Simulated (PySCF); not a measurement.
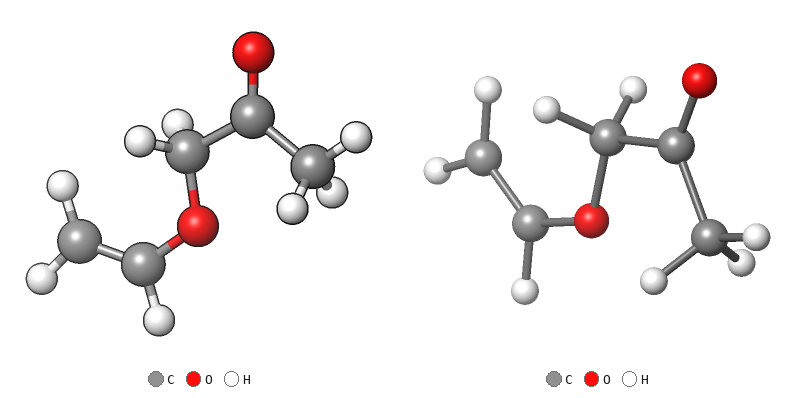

Both panels show the same species.

The geometry was computed by an optimisation with GFN2-xTB. No frequency run is at hand to confirm it as a minimum.

Which formula does it have?

Answer. C₅H₈O₂, 15 atoms: 5 carbon, 8 hydrogen and 2 oxygen.

Name functional groups in it.

Answer. Among them: ether, ketone, alkene.

The parts below concern this one geometry. Atoms keep their numbers from picture to picture.

### Electronic properties

No frequency run is at hand to confirm it as a minimum. Method: PBE0/pcSseg-1, gas phase (PySCF 2.14.0).

Predict the main results.

- dipole moment: 2.33 D
- HOMO energy (Kohn–Sham orbital): −7.14 eV
- LUMO energy (Kohn–Sham orbital): −0.54 eV
- HOMO–LUMO gap: 6.61 eV

### NMR shielding

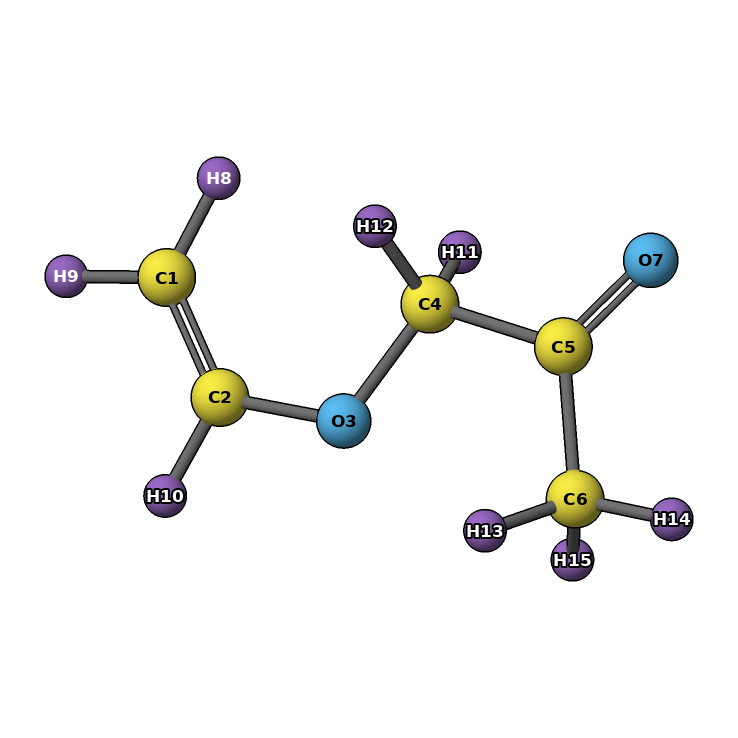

The questions are on isotropic NMR shieldings of the H atoms. No frequency run is at hand to confirm it as a minimum. Properties computed with GIAO PBE0/pcSseg-1 NMR shielding, non-relativistic, gas phase (PySCF 2.14.0).

Give the isotropic NMR shieldings of the H atoms atom by atom.

```
atom  σ (ppm)
  H8    27.58
  H9    27.39
 H10    24.90
 H11    27.65
 H12    27.66
 H13    29.05
 H14    29.72
 H15    29.09
```

### Charges

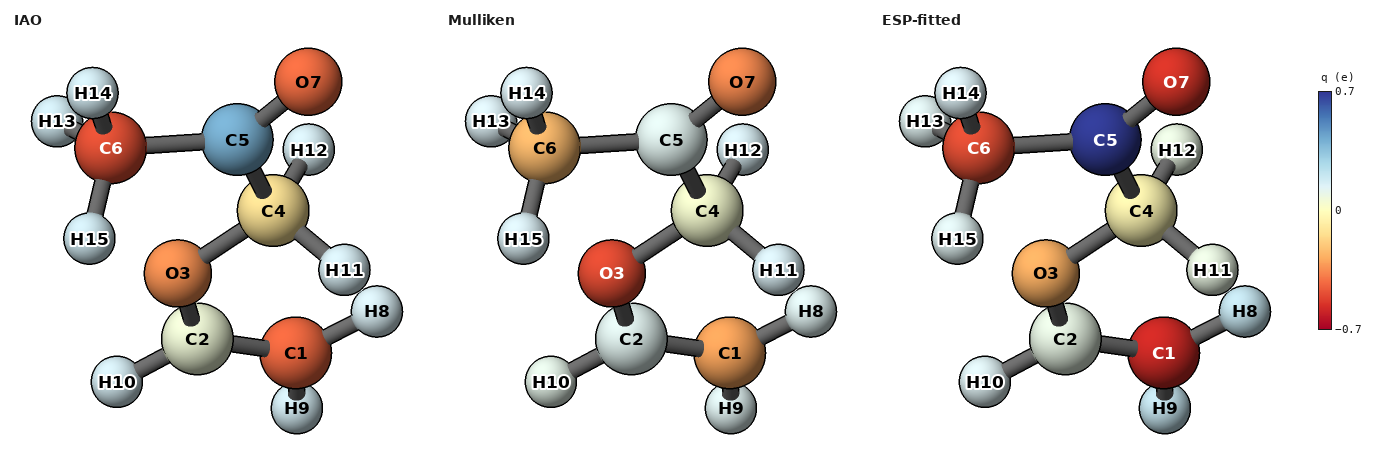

Atomic charges of one calculation by 3 schemes, on one colour scale. No frequency run is at hand to confirm it as a minimum. Level of theory: PBE0/pcSseg-1 (PySCF 2.14.0).

On which atom do the schemes disagree most?

Answer. On C5 (from 0.12 to 0.68 e).

List the charges (e), one line for each set of equivalent atoms. Atoms whose distances differ by more than 0.02 Å in this geometry are listed apart.

| atom | IAO | Mulliken | ESP-fitted |
| --- | --- | --- | --- |
| C1 | −0.42 | −0.29 | −0.57 |
| C2 | 0.06 | 0.12 | 0.09 |
| O3 | −0.33 | −0.49 | −0.26 |
| C4 | −0.12 | 0.04 | −0.04 |
| C5 | 0.40 | 0.12 | 0.68 |
| C6 | −0.48 | −0.24 | −0.48 |
| O7 | −0.41 | −0.35 | −0.54 |
| H8 | 0.15 | 0.13 | 0.21 |
| H9 | 0.17 | 0.13 | 0.21 |
| H10 | 0.16 | 0.11 | 0.13 |
| H11 | 0.16 | 0.15 | 0.09 |
| H12 | 0.16 | 0.15 | 0.09 |
| H13 | 0.17 | 0.14 | 0.13 |
| H14 | 0.16 | 0.14 | 0.14 |
| H15 | 0.17 | 0.14 | 0.13 |

### Quadrupole coupling

No frequency run is at hand to confirm it as a minimum. Electric field gradients from the ground-state density, PBE0/pcSseg-1 (PySCF 2.14.0), non-relativistic apart from any core potentials.

Give the largest field-gradient component, the quadrupole coupling constant and the asymmetry for 17O at O3 (Q = −25.6 mb), 17O at O7 (Q = −25.6 mb).

| atom | V_zz (a.u.) | e²qQ/h (MHz) | η |
| --- | --- | --- | --- |
| O3 | 1.861 | −11.20 | 0.67 |
| O7 | −1.959 | 11.78 | 0.46 |

Mulliken values depend strongly on the basis set and can even reverse the polarity of a bond.
